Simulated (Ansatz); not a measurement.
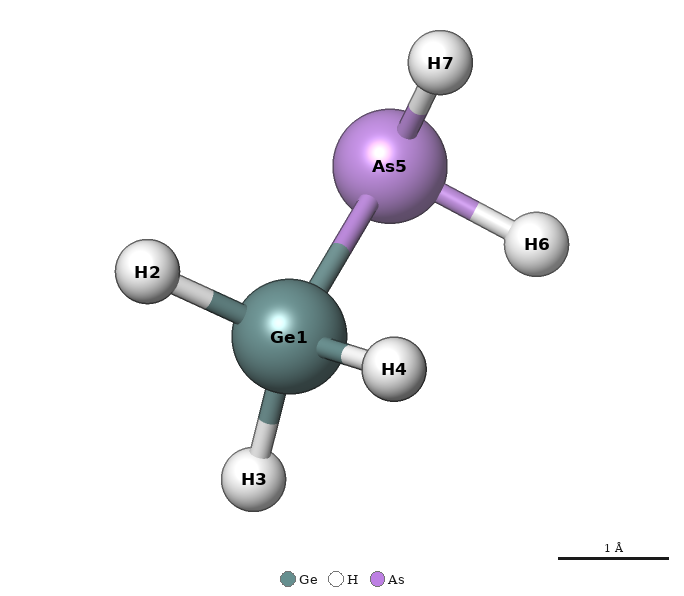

The atoms are numbered. The computed structure is the end point of a PBE0-D4/def2-TZVP optimisation.

Question: How are the neighbours of atom 5 arranged?

Answer: As5 has 3 neighbours (Ge1 at 2.43, H6 at 1.52, H7 at 1.52 Å); the arrangement is trigonal pyramidal.

Question: Describe the coordination of atom 1.

Answer: Ge1 has 4 neighbours (H2 at 1.54, H3 at 1.54, H4 at 1.54, As5 at 2.43 Å); the arrangement is tetrahedral.
